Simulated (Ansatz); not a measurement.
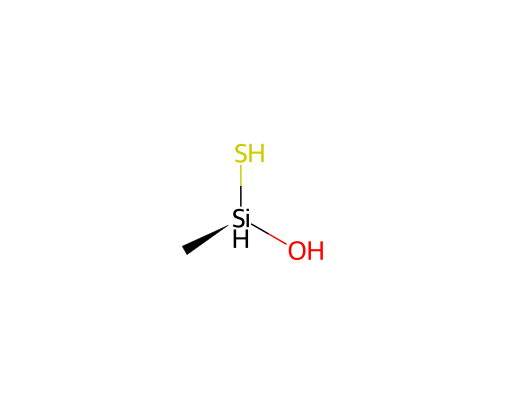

Figure made from data computed with Ansatz.

2D structure.

Transcribe the drawing into SMILES.

Answer. C[Si@H](O)S

What is the molecular formula?

Answer. CH6OSSi.

An optimisation with PBE-D4/def2-SVP gave a structure of which point group?

Answer. C1.
